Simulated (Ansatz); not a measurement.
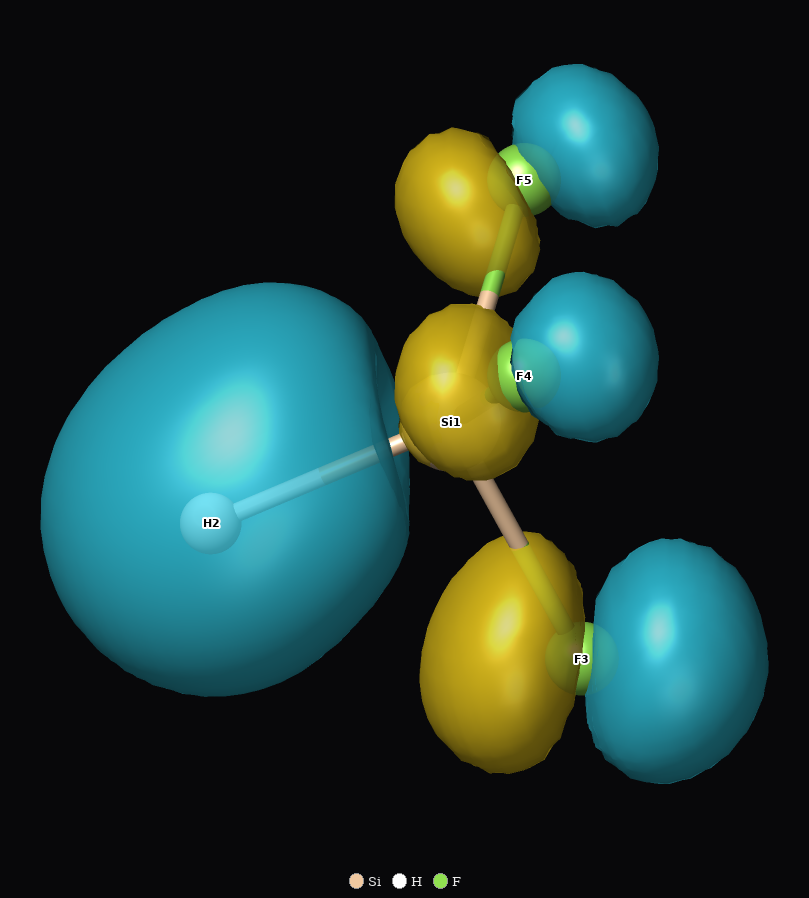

The picture shows: F3HSi. The HOMO at ±0.15 Å⁻³ᐟ² (yellow and cyan are the two phases), seen at an oblique angle.

Not at a stationary point (largest force 1.5 eV/Å).

The calculation used RKS PBE0-D4/def2-SVP (Ansatz).

Input

```
crystal:
  periodic: [false, false, false]
  atoms:
    - { symbol: Si, position_ang: [0.0, 0.0, 0.0] }
    - { symbol: H, position_ang: [0.8854, 0.0, 1.4041] }
    - { symbol: F, position_ang: [1.7331, 0.0, 0.448] }
    - { symbol: F, position_ang: [-0.7489, 1.2974, -0.5295] }
    - { symbol: F, position_ang: [-0.7489, -1.2974, -0.5295] }
basis:
  gaussian: { orbitals: def2-SVP }
hamiltonian:
  xc: pbe0
  dispersion: d4
relax:
  f_tol: 0.15
  max_steps: 25
  restrain:
    - { distance: [1, 2], at: 2.12, k: 30.0 }
    - { distance: [0, 1], at: 1.46, k: 30.0 }
    - { distance: [0, 2], at: 1.59, k: 30.0 }
output:
  orbitals: {}
```

Command:

```sh
ansatz run input.yaml --threads 1 --pin off --max-ram 2048MiB --backend cpu --events-out ev --progress --plain --runs-dir out
```

The fields are those of the run's last geometry, not of the input's.

### What is the character of this orbital?

Its weight (Hirshfeld) is mainly on H2 (about 35 %), Si1 (about 25 %), F3 (about 25 %), F4 (about 5 %) and F5 (about 5 %). Its energy is −10.74 eV.
